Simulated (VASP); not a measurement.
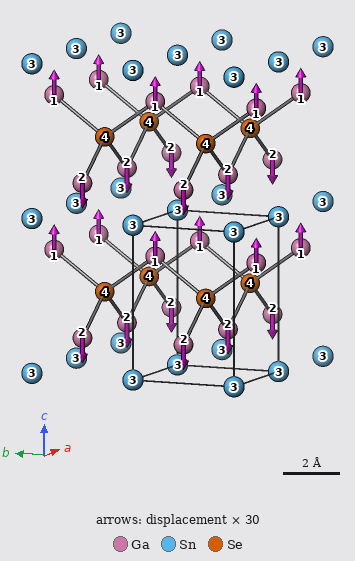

This is a relaxation of solid Ga$_{2}$SnSe (a generated structure, set up in P-4m2). The starting structure is drawn; purple arrows show the displacements (the part carried along by the change of the cell is left out), 30 times their true length.

A ball-and-stick model of the cell of the calculation, repeated 2 × 2 × 2 with one cell outlined, seen from a free direction.

The run lets cell and atoms move.

All numbers below come from VASP 6.6.1, Kohn-Sham DFT of a periodic cell, PBE, VASP PAW PBE potentials, recommended.

Input
```
SYSTEM = Ga2SnSe
ALGO     = Fast           ! electronic algorithm
EDIFF    = 1E-4           ! SCF threshold, eV
EDIFFG   = -0.08          ! ionic threshold
ENCUT    = 520            ! plane-wave cutoff, eV
GGA      = PE             ! functional
IBRION   = 2              ! ionic algorithm
ISIF     = 3              ! what is computed and relaxed
ISMEAR   = 0              ! smearing method
LASPH    = .True.         ! aspherical terms in the spheres
LCHARG   = .False.        ! write CHGCAR
LREAL    = .False.        ! projectors in reciprocal space
LWAVE    = .False.        ! write WAVECAR
NELM     = 60             ! most SCF steps
NSW      = 24             ! ionic steps
PREC     = Normal         ! precision mode
SIGMA    = 0.15           ! smearing width, eV
```

Launched with:
```bash
cat potpaw_PBE.64/Ga_d/POTCAR potpaw_PBE.64/Sn_d/POTCAR potpaw_PBE.64/Se/POTCAR > POTCAR
mpirun -np 1 vasp_std > vasp.out
```

### Which element moves most?

Gallium: up to 0.031 Å, against 0.000 Å for selenium.

### What did the optimiser do to the structure, and how much energy did it gain?

The largest moves relative to the cell, 0.031 Å, are those of Ga1 and Ga2. Ga2 goes along −c. Se and Sn stay in place. The drawn cell changes as follows: a = b 3.970 → 4.445 Å (+12.0 %), c 5.630 → 5.792 Å (+2.9 %); the volume changes by +29.0 %. Some distances before and after: Ga1–Se4 2.433 → 2.670 Å, Ga1–Sn3 2.433 → 2.636 Å. Among the angles between lasting bonds that change: Ga1–Se4–Ga1 109.3° → 112.7°, Se4–Ga2–Se4 109.3° → 112.7°. The space group stays P-4m2 (No. 115). After 7 geometry steps the energy has fallen by 297 meV per atom. Largest force component: 0.43 eV/Å at the start, 0.058 eV/Å at the end. The pressure goes from 18.25 to −0.27 GPa. The volume changes by over a tenth within one run on a fixed set of plane waves, so the end point should be relaxed again from the new cell.

Limits of the set-up: layers or molecules are held without a dispersion correction, so their spacing is unreliable.
